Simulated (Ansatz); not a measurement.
**GeH₃S₂ (charge +1): density, localisation and related maps**

Input

```
crystal:
  periodic: [false, false, false]
  atoms:
    - {symbol: S, position_ang: [1.126013, 1.039768, 0.980326]}
    - {symbol: Ge, position_ang: [-1.098822, -0.773013, -1.556388]}
    - {symbol: S, position_ang: [0.513110, -0.759987, 0.227972]}
    - {symbol: H, position_ang: [-0.085082, 1.626802, 1.047919]}
    - {symbol: H, position_ang: [-0.133501, -1.344100, 1.261322]}
    - {symbol: H, position_ang: [-0.317462, 0.505507, -2.074338]}
basis:
  gaussian: {orbitals: def2-TZVPP}
total_charge: 1
hamiltonian: {xc: pbe0, dispersion: d4}
output: {orbitals: {seedname: orbitals}}
```

Run with:

```sh
ansatz run in.yaml --threads 2 --pin off --events-out ev --progress --plain --max-ram 4352MiB
```

Geometry: PBE0-D4/def2-TZVP.

Theory: RKS PBE0-D4/def2-TZVPP (Ansatz).

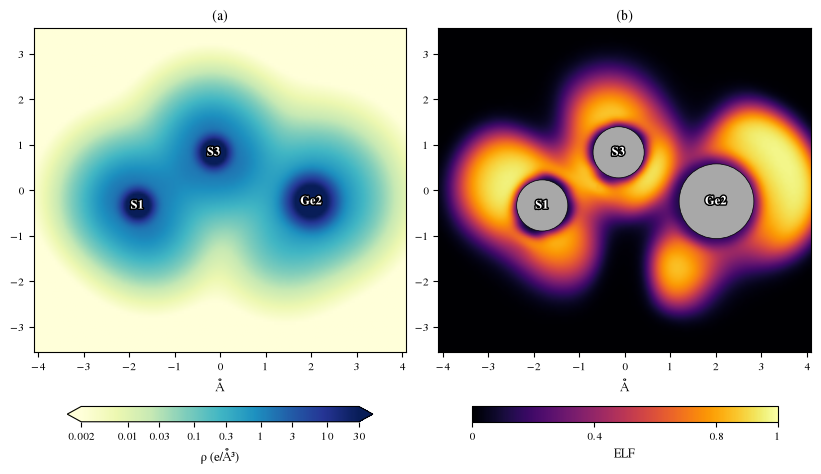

Figure 1. (a) total electron density; (b) ELF on the plane of atoms S1, S3 and Ge2. Grey discs cover the atomic cores in the ELF map.

Interpret the plot.

Answer.
- The section cuts through S and Ge sites.
- S–S (2.04 Å): ρ is about 1 e/Å³ halfway; the ELF peaks at about 0.85 between the atoms: a covalent bond.
- Ge–S (2.40 Å): the density is about 0.54 e/Å³ at the midpoint; the ELF peaks at about 0.90 in the valence shell of S, 0.9 Å from its nucleus, and is about 0.70 at the midpoint.
- The ELF also peaks beside S1, away from the bonds: lone-pair regions.

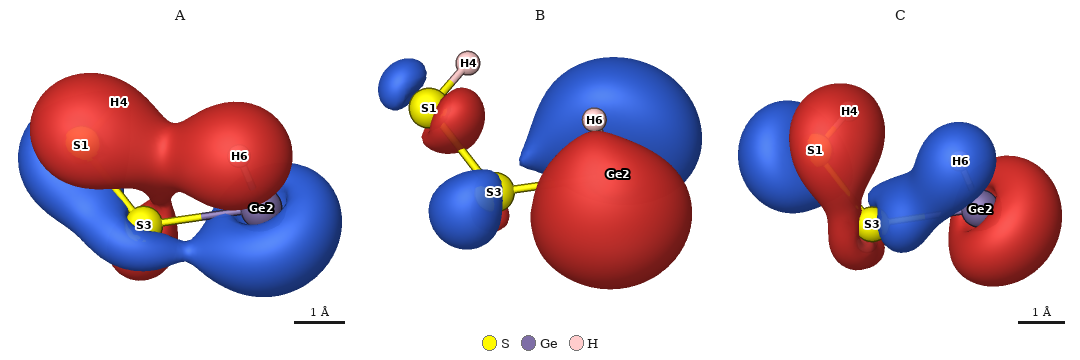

Figure 2. Three frontier orbitals at ±0.08 Å⁻³ᐟ² (blue and red are the two phases), in no order.

Which picture is the HOMO−1, the HOMO and the LUMO?

Answer. A is the HOMO−1 (−13.35 eV). By Hirshfeld shares it lies mainly on S1 (about 40 %), Ge2 (about 35 %), H6 (about 15 %) and S3 (about 10 %). C is the HOMO (−12.67 eV). By Hirshfeld shares it lies mainly on S1 (about 50 %), Ge2 (about 35 %), S3 (about 10 %) and H6 (about 5 %). B is the LUMO (−8.56 eV). Its weight (Hirshfeld) is mainly on Ge2 (about 80 %) and S3 (about 10 %).

What is the HOMO–LUMO gap?

Answer. 4.11 eV between the orbital energies.

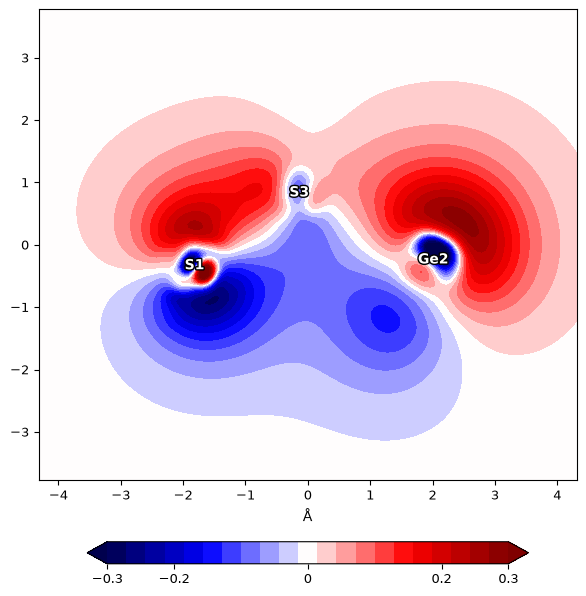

Figure 3. The HOMO−1 on the plane of atoms S1, S3 and Ge2 (values in Å⁻³ᐟ²; the overall sign is arbitrary).

What is the character of this orbital?

Answer. By Hirshfeld shares it lies mainly on S1 (about 40 %), Ge2 (about 35 %), H6 (about 15 %) and S3 (about 10 %). Its energy is −13.35 eV.
